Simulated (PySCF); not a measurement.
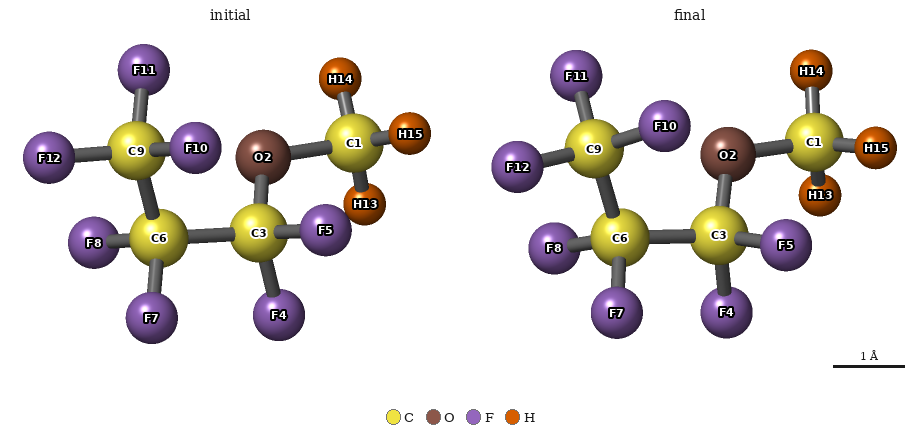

The structure of C₄H₃F₇O before (left) and after (right) a relaxation, at one scale.

The picture is a ball-and-stick view, seen from a free direction.

The start comes from GFN2-xTB. Its atoms were then displaced at random by about 0.01 Å.

Method: PySCF, PBE0-D3(BJ)/def2-SVP geometry optimisation, gas phase. 

### What changed between the two?

F11 moves most after the best rigid fit: 0.45 Å. Largest moves by element: F 0.45 Å, H 0.30 Å, O 0.13 Å, C 0.09 Å. Some distances before and after: C1–O2 1.473 → 1.422 Å, C3–F4 1.376 → 1.349 Å, C6–C9 1.571 → 1.547 Å, C1–H13 1.081 → 1.099 Å. Among the angles between lasting bonds that change: O2–C1–H14 101.9° → 106.1°, O2–C1–H13 106.9° → 110.6°, H13–C1–H15 113.4° → 109.9°. The energy falls by 0.151 eV in 14 geometry steps.
